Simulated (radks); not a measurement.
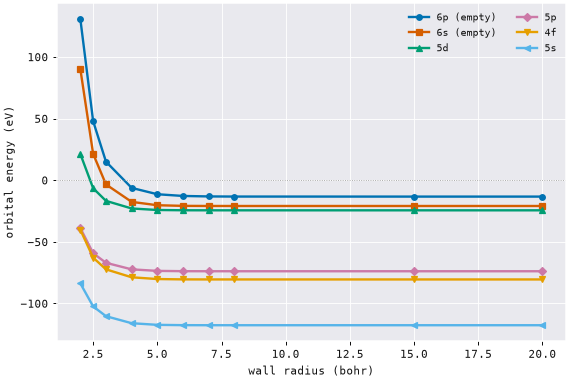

The iridium ion Ir²⁺; electrons: [Xe] 4f14 5d7. It is put inside a hard spherical wall of varying radius. All numbers are computed, not measured: scalar-relativistic Kohn-Sham, r2SCAN, spin-unpolarised, spherical densities, finite nucleus (the in-house radial solver radks). The plot shows the outer orbital energies.

> How do the levels move, and do any cross?

The levels rise as the wall closes in: 5d goes from −24.5 eV at 20 bohr to 21.3 eV at 2 bohr and passes zero between 2.5 and 2 bohr. No two of the levels drawn cross. The fastest to rise is 6p (by 144.3 eV), the slowest 5s (by 34.0 eV): the wall presses hardest on the most extended orbitals.
